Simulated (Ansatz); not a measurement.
# AlO+ (triplet): PBE, BLYP, r2SCAN over a scan of the distance Al1–O2, 6-31G, part 2 of 2

Ansatz 0.2.0, Gaussian basis; 6-31G, all electrons in the functionals. The steps go on from the part before.

**21. BLYP, 3.853 Å**

Contents of in.yaml:

```yaml
crystal:
  periodic: [false, false, false]
  atoms:
    - {symbol: Al, position_ang: [0.000000, 0.000000, 0.000000]}
    - {symbol: O, position_ang: [0.000000, 0.000000, 3.853000]}
basis:
  gaussian: {orbitals: 6-31G}
total_charge: 1
magnetization: {spin_polarized: true, initial_magnetization: 2}
hamiltonian: {xc: {name: BLYP}}
```

Launch:

```bash
> ansatz run in.yaml --threads 1 --pin off --events-out ev --progress --plain --max-ram 2393MiB
```

Output, shortened:

```text
Functional definition: BLYP
  name "BLYP"
  cite "Becke, Phys. Rev. A 38, 3098 (1988) doi:10.1103/PhysRevA.38.3098"
  cite "Lee, Yang & Parr, Phys. Rev. B 37, 785 (1988) doi:10.1103/PhysRevB.37.785"
[...]
213 factors; integrals over basis functions are off by at most 3.6e-4 eV
[...]
mean field -8631.09604533 eV, -317.1869292988 hartree, gradient 4.0e-7 eV, S^2 2.006216; 5 other end points of the search recorded, 0 dependent functions left out
reference -8631.09629241 eV, -317.1869383789 hartree; 11, 9 occupied and 11, 13 virtual orbitals, 213 factors
Total energy: -8631.09629241 eV, -317.1869383789 hartree
```

Run time: 1.6 s. Hardware: 1 thread of Arm Neoverse V1, shared host.

From the report: ⟨S²⟩ of the determinant 2.006 (pure triplet: 2.00).

From 1.733 Å: +0.551 eV.

**22. BLYP, 4.691 Å**

in.yaml, as its differences from that of step 21:

```diff
@@ -4,3 +4,3 @@
     - {symbol: Al, position_ang: [0.000000, 0.000000, 0.000000]}
-    - {symbol: O, position_ang: [0.000000, 0.000000, 3.853000]}
+    - {symbol: O, position_ang: [0.000000, 0.000000, 4.691000]}
 basis:
```

Same command.

Output, shortened:

```text
Functional definition: BLYP
  name "BLYP"
  cite "Becke, Phys. Rev. A 38, 3098 (1988) doi:10.1103/PhysRevA.38.3098"
  cite "Lee, Yang & Parr, Phys. Rev. B 37, 785 (1988) doi:10.1103/PhysRevB.37.785"
[...]
213 factors; integrals over basis functions are off by at most 3.5e-4 eV
[...]
mean field -8630.99017865 eV, -317.1830387703 hartree, gradient 9.4e-7 eV, S^2 2.005535; 4 other end points of the search recorded, 0 dependent functions left out
reference -8630.99043878 eV, -317.1830483297 hartree; 11, 9 occupied and 11, 13 virtual orbitals, 213 factors
Total energy: -8630.99043878 eV, -317.1830483297 hartree
```

Run time: 1.9 s. Hardware: 1 thread of Arm Neoverse V1, shared host.

From the report: ⟨S²⟩ of the determinant 2.006 (pure triplet: 2.00).

From 1.733 Å: +0.657 eV.

**23. BLYP, 5.869 Å**

in.yaml, as its differences from that of step 22:

```diff
@@ -4,3 +4,3 @@
     - {symbol: Al, position_ang: [0.000000, 0.000000, 0.000000]}
-    - {symbol: O, position_ang: [0.000000, 0.000000, 4.691000]}
+    - {symbol: O, position_ang: [0.000000, 0.000000, 5.869000]}
 basis:
```

Same command.

Output, shortened:

```text
Functional definition: BLYP
  name "BLYP"
  cite "Becke, Phys. Rev. A 38, 3098 (1988) doi:10.1103/PhysRevA.38.3098"
  cite "Lee, Yang & Parr, Phys. Rev. B 37, 785 (1988) doi:10.1103/PhysRevB.37.785"
[...]
213 factors; integrals over basis functions are off by at most 1.3e-4 eV
[...]
mean field -8630.92794425 eV, -317.1807516980 hartree, gradient 3.3e-6 eV, S^2 2.005992; 5 other end points of the search recorded, 0 dependent functions left out
reference -8630.92821800 eV, -317.1807617584 hartree; 11, 9 occupied and 11, 13 virtual orbitals, 213 factors
Total energy: -8630.92821800 eV, -317.1807617584 hartree
```

It took 2.4 s on 1 thread of Arm Neoverse V1, shared host.

From the report: ⟨S²⟩ of the determinant 2.006 (pure triplet: 2.00).

From 1.733 Å: +0.719 eV.

**24. r2SCAN, 1.389 Å**

Contents of in.yaml:

```yaml
crystal:
  periodic: [false, false, false]
  atoms:
    - {symbol: Al, position_ang: [0.000000, 0.000000, 0.000000]}
    - {symbol: O, position_ang: [0.000000, 0.000000, 1.389000]}
basis:
  gaussian: {orbitals: 6-31G}
total_charge: 1
magnetization: {spin_polarized: true, initial_magnetization: 2}
hamiltonian: {xc: {name: r2SCAN}}
```

The command is unchanged.

Output, shortened:

```text
Functional definition: r2SCAN
  name "r2SCAN"
  cite "Furness, Kaplan, Ning, Perdew & Sun, J. Phys. Chem. Lett. 11, 8208 (2020) doi:10.1021/acs.jpclett.0c02405"
  cite "Furness, Kaplan, Ning, Perdew & Sun, J. Phys. Chem. Lett. 11, 9248 (2020) doi:10.1021/acs.jpclett.0c03077"
  parent r2scan
[...]
218 factors; integrals over basis functions are off by at most 1.1e-4 eV
[...]
mean field -8625.88201415 eV, -316.9953171873 hartree, gradient 4.4e-6 eV, S^2 2.002099; 9 other end points of the search recorded, 0 dependent functions left out
reference -8625.88203053 eV, -316.9953177893 hartree; 11, 9 occupied and 11, 13 virtual orbitals, 218 factors
Total energy: -8625.88203053 eV, -316.9953177893 hartree
```

Wall time 7 s (1 thread of Arm Neoverse V1, shared host).

From the report: ⟨S²⟩ of the determinant 2.002 (pure triplet: 2.00).

**25. r2SCAN, 1.522 Å**

in.yaml, as its differences from that of step 24:

```diff
@@ -4,3 +4,3 @@
     - {symbol: Al, position_ang: [0.000000, 0.000000, 0.000000]}
-    - {symbol: O, position_ang: [0.000000, 0.000000, 1.389000]}
+    - {symbol: O, position_ang: [0.000000, 0.000000, 1.522000]}
 basis:
```

Launched as before.

Output, shortened:

```text
Functional definition: r2SCAN
  name "r2SCAN"
  cite "Furness, Kaplan, Ning, Perdew & Sun, J. Phys. Chem. Lett. 11, 8208 (2020) doi:10.1021/acs.jpclett.0c02405"
  cite "Furness, Kaplan, Ning, Perdew & Sun, J. Phys. Chem. Lett. 11, 9248 (2020) doi:10.1021/acs.jpclett.0c03077"
  parent r2scan
[...]
216 factors; integrals over basis functions are off by at most 1.2e-4 eV
[...]
mean field -8628.33245133 eV, -317.0853690925 hartree, gradient 2.0e-5 eV, S^2 2.002250; 2 other end points of the search recorded, 0 dependent functions left out
reference -8628.33246797 eV, -317.0853697040 hartree; 11, 9 occupied and 11, 13 virtual orbitals, 216 factors
Total energy: -8628.33246797 eV, -317.0853697040 hartree
```

Wall time 2 s (1 thread of Arm Neoverse V1, shared host).

From the report: ⟨S²⟩ of the determinant 2.002 (pure triplet: 2.00).

**26. r2SCAN, 1.733 Å**

Contents of in.yaml:

```yaml
crystal:
  periodic: [false, false, false]
  atoms:
    - {symbol: Al, position_ang: [0.000000, 0.000000, 0.000000]}
    - {symbol: O, position_ang: [0.000000, 0.000000, 1.732900]}
basis:
  gaussian: {orbitals: 6-31G}
total_charge: 1
magnetization: {spin_polarized: true, initial_magnetization: 2}
hamiltonian: {xc: {name: r2SCAN}}
output: {forces: true}
```

Launched as before.

Output, shortened:

```text
Functional definition: r2SCAN
  name "r2SCAN"
  cite "Furness, Kaplan, Ning, Perdew & Sun, J. Phys. Chem. Lett. 11, 8208 (2020) doi:10.1021/acs.jpclett.0c02405"
  cite "Furness, Kaplan, Ning, Perdew & Sun, J. Phys. Chem. Lett. 11, 9248 (2020) doi:10.1021/acs.jpclett.0c03077"
  parent r2scan
[...]
213 factors; integrals over basis functions are off by at most 1.5e-4 eV
[...]
mean field -8629.76632851 eV, -317.1380631070 hartree, gradient 5.9e-5 eV, S^2 2.006557; 1 other end points of the search recorded, 0 dependent functions left out
[...]
reference -8629.76634414 eV, -317.1380636816 hartree; 11, 9 occupied and 11, 13 virtual orbitals, 213 factors
Total energy: -8629.76634414 eV, -317.1380636816 hartree
Atom 0 at     0.000000     0.000000     0.000000 Å, force    -0.000000    -0.000000    -2.576355 eV/Å
Atom 1 at     0.000000     0.000000     1.732900 Å, force     0.000000    -0.000000     2.576355 eV/Å
Dipole moment:     0.000000    -0.000000    -0.977011 e Å
```

It took 1.8 s on 1 thread of Arm Neoverse V1, shared host.

From the report: ⟨S²⟩ of the determinant 2.007 (pure triplet: 2.00).

**27. r2SCAN, 1.920 Å**

Contents of in.yaml:

```yaml
crystal:
  periodic: [false, false, false]
  atoms:
    - {symbol: Al, position_ang: [0.000000, 0.000000, 0.000000]}
    - {symbol: O, position_ang: [0.000000, 0.000000, 1.920000]}
basis:
  gaussian: {orbitals: 6-31G}
total_charge: 1
magnetization: {spin_polarized: true, initial_magnetization: 2}
hamiltonian: {xc: {name: r2SCAN}}
```

Same command.

Output, shortened:

```text
Functional definition: r2SCAN
  name "r2SCAN"
  cite "Furness, Kaplan, Ning, Perdew & Sun, J. Phys. Chem. Lett. 11, 8208 (2020) doi:10.1021/acs.jpclett.0c02405"
  cite "Furness, Kaplan, Ning, Perdew & Sun, J. Phys. Chem. Lett. 11, 9248 (2020) doi:10.1021/acs.jpclett.0c03077"
  parent r2scan
[...]
213 factors; integrals over basis functions are off by at most 1.8e-4 eV
[...]
mean field -8629.88540270 eV, -317.1424390027 hartree, gradient 6.7e-5 eV, S^2 2.016865; 5 other end points of the search recorded, 0 dependent functions left out
reference -8629.88541723 eV, -317.1424395369 hartree; 11, 9 occupied and 11, 13 virtual orbitals, 213 factors
Total energy: -8629.88541723 eV, -317.1424395369 hartree
```

Wall time 2.9 s (1 thread of Arm Neoverse V1, shared host).

From the report: ⟨S²⟩ of the determinant 2.017 (pure triplet: 2.00).

From 1.733 Å: -0.119 eV.

**28. r2SCAN, 2.166 Å**

in.yaml, as its differences from that of step 27:

```diff
@@ -4,3 +4,3 @@
     - {symbol: Al, position_ang: [0.000000, 0.000000, 0.000000]}
-    - {symbol: O, position_ang: [0.000000, 0.000000, 1.920000]}
+    - {symbol: O, position_ang: [0.000000, 0.000000, 2.166000]}
 basis:
```

Launched as before.

Output, shortened:

```text
Functional definition: r2SCAN
  name "r2SCAN"
  cite "Furness, Kaplan, Ning, Perdew & Sun, J. Phys. Chem. Lett. 11, 8208 (2020) doi:10.1021/acs.jpclett.0c02405"
  cite "Furness, Kaplan, Ning, Perdew & Sun, J. Phys. Chem. Lett. 11, 9248 (2020) doi:10.1021/acs.jpclett.0c03077"
  parent r2scan
[...]
213 factors; integrals over basis functions are off by at most 2.0e-4 eV
[...]
mean field -8629.54795681 eV, -317.1300380950 hartree, gradient 2.6e-6 eV, S^2 2.036776; 7 other end points of the search recorded, 0 dependent functions left out
reference -8629.54797027 eV, -317.1300385897 hartree; 11, 9 occupied and 11, 13 virtual orbitals, 213 factors
Total energy: -8629.54797027 eV, -317.1300385897 hartree
```

Run time: 4.5 s. Hardware: 1 thread of Arm Neoverse V1, shared host.

From the report: ⟨S²⟩ of the determinant 2.037 (pure triplet: 2.00).

From 1.733 Å: +0.218 eV.

**29. r2SCAN, 2.424 Å**

in.yaml, as its differences from that of step 28:

```diff
@@ -4,3 +4,3 @@
     - {symbol: Al, position_ang: [0.000000, 0.000000, 0.000000]}
-    - {symbol: O, position_ang: [0.000000, 0.000000, 2.166000]}
+    - {symbol: O, position_ang: [0.000000, 0.000000, 2.424000]}
 basis:
```

The command is unchanged.

Output, shortened:

```text
Functional definition: r2SCAN
  name "r2SCAN"
  cite "Furness, Kaplan, Ning, Perdew & Sun, J. Phys. Chem. Lett. 11, 8208 (2020) doi:10.1021/acs.jpclett.0c02405"
  cite "Furness, Kaplan, Ning, Perdew & Sun, J. Phys. Chem. Lett. 11, 9248 (2020) doi:10.1021/acs.jpclett.0c03077"
  parent r2scan
[...]
213 factors; integrals over basis functions are off by at most 2.1e-4 eV
[...]
mean field -8629.21623094 eV, -317.1178473942 hartree, gradient 1.7e-6 eV, S^2 2.028447; 9 other end points of the search recorded, 0 dependent functions left out
reference -8629.21624377 eV, -317.1178478655 hartree; 11, 9 occupied and 11, 13 virtual orbitals, 213 factors
Total energy: -8629.21624377 eV, -317.1178478655 hartree
```

Wall time 6 s (1 thread of Arm Neoverse V1, shared host).

From the report: ⟨S²⟩ of the determinant 2.028 (pure triplet: 2.00).

From 1.733 Å: +0.550 eV.

**30. r2SCAN, 2.745 Å**

in.yaml, as its differences from that of step 29:

```diff
@@ -4,3 +4,3 @@
     - {symbol: Al, position_ang: [0.000000, 0.000000, 0.000000]}
-    - {symbol: O, position_ang: [0.000000, 0.000000, 2.424000]}
+    - {symbol: O, position_ang: [0.000000, 0.000000, 2.745000]}
 basis:
```

Launched as before.

Output, shortened:

```text
Functional definition: r2SCAN
  name "r2SCAN"
  cite "Furness, Kaplan, Ning, Perdew & Sun, J. Phys. Chem. Lett. 11, 8208 (2020) doi:10.1021/acs.jpclett.0c02405"
  cite "Furness, Kaplan, Ning, Perdew & Sun, J. Phys. Chem. Lett. 11, 9248 (2020) doi:10.1021/acs.jpclett.0c03077"
  parent r2scan
[...]
213 factors; integrals over basis functions are off by at most 2.4e-4 eV
[...]
mean field -8629.21008018 eV, -317.1176213579 hartree, gradient 1.6e-6 eV, S^2 2.009484; 4 other end points of the search recorded, 0 dependent functions left out
reference -8629.21009271 eV, -317.1176218185 hartree; 11, 9 occupied and 11, 13 virtual orbitals, 213 factors
Total energy: -8629.21009271 eV, -317.1176218185 hartree
```

It took 4.5 s on 1 thread of Arm Neoverse V1, shared host.

From the report: ⟨S²⟩ of the determinant 2.009 (pure triplet: 2.00).

From 1.733 Å: +0.556 eV.

**31. r2SCAN, 3.283 Å**

in.yaml, as its differences from that of step 30:

```diff
@@ -4,3 +4,3 @@
     - {symbol: Al, position_ang: [0.000000, 0.000000, 0.000000]}
-    - {symbol: O, position_ang: [0.000000, 0.000000, 2.745000]}
+    - {symbol: O, position_ang: [0.000000, 0.000000, 3.283000]}
 basis:
```

Same command.

Output, shortened:

```text
Functional definition: r2SCAN
  name "r2SCAN"
  cite "Furness, Kaplan, Ning, Perdew & Sun, J. Phys. Chem. Lett. 11, 8208 (2020) doi:10.1021/acs.jpclett.0c02405"
  cite "Furness, Kaplan, Ning, Perdew & Sun, J. Phys. Chem. Lett. 11, 9248 (2020) doi:10.1021/acs.jpclett.0c03077"
  parent r2scan
[...]
213 factors; integrals over basis functions are off by at most 3.7e-4 eV
[...]
mean field -8629.12696447 eV, -317.1145669119 hartree, gradient 7.9e-7 eV, S^2 2.008437; 3 other end points of the search recorded, 0 dependent functions left out
reference -8629.12697781 eV, -317.1145674021 hartree; 11, 9 occupied and 11, 13 virtual orbitals, 213 factors
Total energy: -8629.12697781 eV, -317.1145674021 hartree
```

Wall time 2.8 s (1 thread of Arm Neoverse V1, shared host).

From the report: ⟨S²⟩ of the determinant 2.008 (pure triplet: 2.00).

From 1.733 Å: +0.639 eV.

**32. r2SCAN, 3.853 Å**

Contents of in.yaml:

```yaml
crystal:
  periodic: [false, false, false]
  atoms:
    - {symbol: Al, position_ang: [0.000000, 0.000000, 0.000000]}
    - {symbol: O, position_ang: [0.000000, 0.000000, 3.853000]}
basis:
  gaussian: {orbitals: 6-31G}
total_charge: 1
magnetization: {spin_polarized: true, initial_magnetization: 2}
hamiltonian: {xc: {name: r2SCAN}}
output: {forces: true}
```

Launched as before.

Output, shortened:

```text
Functional definition: r2SCAN
  name "r2SCAN"
  cite "Furness, Kaplan, Ning, Perdew & Sun, J. Phys. Chem. Lett. 11, 8208 (2020) doi:10.1021/acs.jpclett.0c02405"
  cite "Furness, Kaplan, Ning, Perdew & Sun, J. Phys. Chem. Lett. 11, 9248 (2020) doi:10.1021/acs.jpclett.0c03077"
  parent r2scan
[...]
213 factors; integrals over basis functions are off by at most 3.6e-4 eV
[...]
mean field -8629.02543198 eV, -317.1108356617 hartree, gradient 3.5e-7 eV, S^2 2.006586; 3 other end points of the search recorded, 0 dependent functions left out
[...]
reference -8629.02544523 eV, -317.1108361488 hartree; 11, 9 occupied and 11, 13 virtual orbitals, 213 factors
Total energy: -8629.02544523 eV, -317.1108361488 hartree
Atom 0 at     0.000000     0.000000     0.000000 Å, force     0.000000     0.000000     0.147206 eV/Å
Atom 1 at     0.000000     0.000000     3.853000 Å, force    -0.000000    -0.000000    -0.147206 eV/Å
Dipole moment:     0.000000     0.000000    -1.338911 e Å
```

It took 3.9 s on 1 thread of Arm Neoverse V1, shared host.

From the report: ⟨S²⟩ of the determinant 2.007 (pure triplet: 2.00).

From 1.733 Å: +0.741 eV.

**33. r2SCAN, 4.691 Å**

in.yaml, as its differences from that of step 32:

```diff
@@ -4,3 +4,3 @@
     - {symbol: Al, position_ang: [0.000000, 0.000000, 0.000000]}
-    - {symbol: O, position_ang: [0.000000, 0.000000, 3.853000]}
+    - {symbol: O, position_ang: [0.000000, 0.000000, 4.691000]}
 basis:
```

Launched as before.

Output, shortened:

```text
Functional definition: r2SCAN
  name "r2SCAN"
  cite "Furness, Kaplan, Ning, Perdew & Sun, J. Phys. Chem. Lett. 11, 8208 (2020) doi:10.1021/acs.jpclett.0c02405"
  cite "Furness, Kaplan, Ning, Perdew & Sun, J. Phys. Chem. Lett. 11, 9248 (2020) doi:10.1021/acs.jpclett.0c03077"
  parent r2scan
[...]
213 factors; integrals over basis functions are off by at most 3.5e-4 eV
[...]
mean field -8628.93544199 eV, -317.1075285907 hartree, gradient 1.4e-8 eV, S^2 2.003981; 3 other end points of the search recorded, 0 dependent functions left out
[...]
reference -8628.93545568 eV, -317.1075290936 hartree; 11, 9 occupied and 11, 13 virtual orbitals, 213 factors
Total energy: -8628.93545568 eV, -317.1075290936 hartree
Atom 0 at     0.000000     0.000000     0.000000 Å, force     0.000000    -0.000000     0.072308 eV/Å
Atom 1 at     0.000000     0.000000     4.691000 Å, force    -0.000000     0.000000    -0.072308 eV/Å
Dipole moment:    -0.000000     0.000000    -1.735496 e Å
```

Run time: 4.5 s. Hardware: 1 thread of Arm Neoverse V1, shared host.

From the report: ⟨S²⟩ of the determinant 2.004 (pure triplet: 2.00).

From 1.733 Å: +0.831 eV.

**34. r2SCAN, 5.869 Å**

in.yaml, as its differences from that of step 33:

```diff
@@ -4,3 +4,3 @@
     - {symbol: Al, position_ang: [0.000000, 0.000000, 0.000000]}
-    - {symbol: O, position_ang: [0.000000, 0.000000, 4.691000]}
+    - {symbol: O, position_ang: [0.000000, 0.000000, 5.869000]}
 basis:
```

Launched as before.

Output, shortened:

```text
Functional definition: r2SCAN
  name "r2SCAN"
  cite "Furness, Kaplan, Ning, Perdew & Sun, J. Phys. Chem. Lett. 11, 8208 (2020) doi:10.1021/acs.jpclett.0c02405"
  cite "Furness, Kaplan, Ning, Perdew & Sun, J. Phys. Chem. Lett. 11, 9248 (2020) doi:10.1021/acs.jpclett.0c03077"
  parent r2scan
[...]
213 factors; integrals over basis functions are off by at most 1.3e-4 eV
[...]
mean field -8628.88980102 eV, -317.1058513157 hartree, gradient 6.5e-9 eV, S^2 2.002380; 4 other end points of the search recorded, 0 dependent functions left out
[...]
reference -8628.88981480 eV, -317.1058518221 hartree; 11, 9 occupied and 11, 13 virtual orbitals, 213 factors
Total energy: -8628.88981480 eV, -317.1058518221 hartree
Atom 0 at     0.000000     0.000000     0.000000 Å, force    -0.000000    -0.000000     0.016076 eV/Å
Atom 1 at     0.000000     0.000000     5.869000 Å, force     0.000000    -0.000000    -0.016076 eV/Å
Dipole moment:    -0.000000    -0.000000    -2.224464 e Å
```

It took 6.5 s on 1 thread of Arm Neoverse V1, shared host.

From the report: ⟨S²⟩ of the determinant 2.002 (pure triplet: 2.00).

From 1.733 Å: +0.877 eV.

**35. Against the wave-function levels**

The yardstick is full CI for this spin, exact in this basis with these frozen cores. It and the other wave-function rows come from earlier runs at the same points. Energies in eV, counted from 1.733 Å; blanks weren't run or aren't comparable.

```csv
level,1.389 Å,1.522 Å,1.733 Å,1.920 Å,2.166 Å,2.424 Å,2.745 Å,3.283 Å,3.853 Å,4.691 Å,5.869 Å
FCI,4.060,1.557,0.000,-0.252,-0.190,-0.296,-0.443,-0.457,-0.413,-0.349,-0.308
PBE,4.050,1.523,0.000,-0.189,0.093,0.398,0.465,0.571,0.686,0.801,0.865
BLYP,4.065,1.535,0.000,-0.208,0.040,0.315,0.377,0.451,0.551,0.657,0.719
r2SCAN,3.884,1.434,0.000,-0.119,0.218,0.550,0.556,0.639,0.741,0.831,0.877
RHF,3.596,1.271,0.000,0.067,,-0.882,-1.056,-1.100,-1.073,-1.029,-0.998
UHF,3.695,1.352,0.000,-0.247,-0.484,-0.831,-0.998,-1.036,-1.006,-0.958,-0.925
RMP2,3.944,1.472,0.000,-0.141,0.296,-0.023,-0.177,-0.198,-0.159,-0.102,-0.065
UMP2,3.937,1.457,0.000,0.043,0.171,-0.053,-0.205,-0.223,-0.182,-0.122,-0.084
RCCSD,4.007,1.524,0.000,-0.232,-0.256,-0.398,-0.551,-0.571,-0.529,-0.466,-0.426
RCCSD(T),4.051,1.550,0.000,-0.248,-0.196,-0.316,-0.464,-0.480,-0.436,-0.372,-0.331
UCCSD(T),4.047,1.547,0.000,-0.244,-0.201,-0.320,-0.468,-0.484,-0.440,-0.376,-0.335
RCCSDT(Q),4.059,1.557,0.000,-0.251,-0.191,-0.297,-0.444,-0.458,-0.414,-0.349,-0.309
UCCSDT(Q),4.062,1.559,0.000,-0.251,-0.186,-0.292,-0.439,-0.453,-0.409,-0.344,-0.304
NEVPT2 pair,3.949,1.497,0.000,-0.114,0.074,-0.007,-0.153,-0.168,-0.127,-0.068,-0.031
```

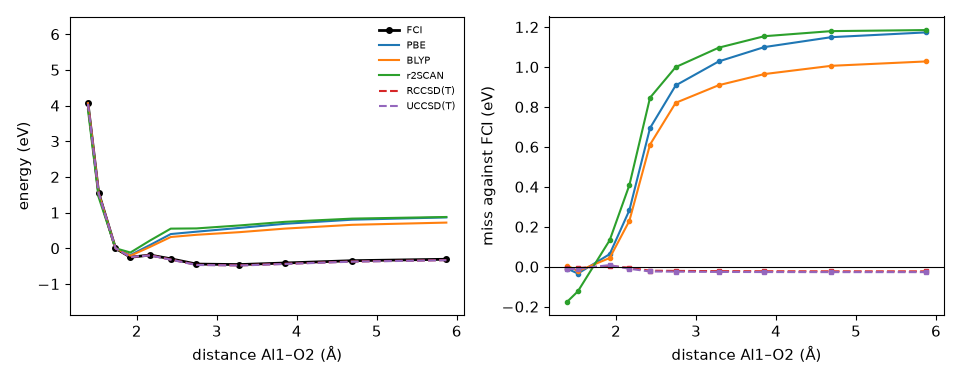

Left: the curves (the axis may cut off levels that run far away). Right: misses against FCI, in the same colours.

Largest miss and mean time a point (FCI took 6.6 s a point; shared hosts):

```
      level  largest miss (eV)    where  time a point
        PBE             +1.173  5.869 Å         1.7 s
       BLYP             +1.027  5.869 Å         1.7 s
     r2SCAN             +1.185  5.869 Å         4.2 s
        RHF             -0.690  5.869 Å              
        UHF             -0.617  5.869 Å              
       RMP2             +0.486  2.166 Å              
       UMP2             +0.361  2.166 Å              
      RCCSD             -0.118  5.869 Å              
   RCCSD(T)             -0.023  5.869 Å         1.1 s
   UCCSD(T)             -0.027  5.869 Å           1 s
  RCCSDT(Q)             -0.001  2.166 Å         3.3 s
  UCCSDT(Q)             +0.004  5.869 Å           3 s
NEVPT2 pair             +0.290  2.745 Å        0.79 s
```

**36. What came out**

The summary covers parts 1 to 2.

```
              quantity                value
 span of the FCI curve             4.517 eV
     largest miss, PBE  +1.173 eV (5.869 Å)
    largest miss, BLYP  +1.027 eV (5.869 Å)
  largest miss, r2SCAN  +1.185 eV (5.869 Å)
largest miss, RCCSD(T)  -0.023 eV (5.869 Å)
largest miss, UCCSD(T)  -0.027 eV (5.869 Å)
```

**Reading.** Of the functionals, BLYP keep the smallest largest miss at the points compared (at most 1.027 eV) and r2SCAN strays most (1.185 eV, at 5.869 Å). Functionals and the yardstick converge differently with the basis, so part of each miss in 6-31G is the basis.
